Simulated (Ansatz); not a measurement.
# Fields on a plane of Rb2NiF6 (space group Fm-3m)

```
CELL_PARAMETERS angstrom
      0.00000     4.21059     4.21059
      4.21059     0.00000     4.21059
      4.21059     4.21059     0.00000
ATOMIC_POSITIONS crystal
  Rb 0.75000 0.75000 0.75000
  Rb 0.25000 0.25000 0.25000
  Ni 0.00000 0.00000 0.00000
  F  0.78805 0.21195 0.78805
  F  0.21195 0.78805 0.21195
  F  0.78805 0.21195 0.21195
  F  0.21195 0.78805 0.78805
  F  0.78805 0.78805 0.21195
  F  0.21195 0.21195 0.78805
```

The slice is a {110} plane (indices of the conventional cell) through the point (0.788, 0.212, 0.788) (fractional), spanned by u = [100] and v = [1 -1 -1] in vectors of this cell: u (5.95 Å) and v (8.42 Å, at 90° to u). It covers one period; positions are fractions (u, v).

Atoms on it: F at (0.00, 0.00); F at (0.42, 0.00). Other atoms lie within 1 Å of the plane.

The numbers are results of PBEsol (plane waves to 420 eV, PAW, scalar-relativistic; Ansatz, a first-principles code), not measurements. k mesh 7×7×7. These are valence fields of a PAW run, semicore shells included where kept as valence: close to a nucleus they are smooth pseudo fields. Rb2NiF6 is run without spin polarisation and with no Hubbard U. Rb2NiF6 was relaxed with its symmetry unable to fall.

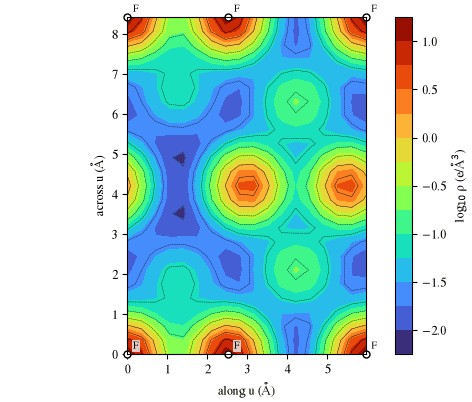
Fig. 1. Log₁₀ of the valence density in e/Å³, one period of the plane, atoms marked. The scale is logarithmic, as a density can span decades between atoms and voids.

```tsv
v \ u	0.00	0.12	0.24	0.35	0.47	0.59	0.71	0.82	0.94
0.88	0.46	0.05	0.03	0.18	0.44	0.02	0.04	0.02	0.40
0.75	0.00	0.02	0.04	0.02	0.01	0.17	0.43	0.21	0.01
0.62	0.25	0.01	0.00	0.03	0.34	0.06	0.02	0.04	0.34
0.50	0.76	0.20	0.01	0.48	0.79	0.82	0.03	0.78	0.79
0.38	0.25	0.01	0.00	0.03	0.34	0.06	0.02	0.04	0.34
0.25	0.00	0.02	0.04	0.02	0.01	0.17	0.43	0.21	0.01
0.12	0.46	0.05	0.03	0.19	0.44	0.02	0.04	0.02	0.40
0.00	x	0.71	0.10	0.74	x	0.58	0.00	0.49	x
```

Values: electron localisation function (ELF). Points within 0.4 Å of a nucleus are blanked (x), as the pseudised field means little there.
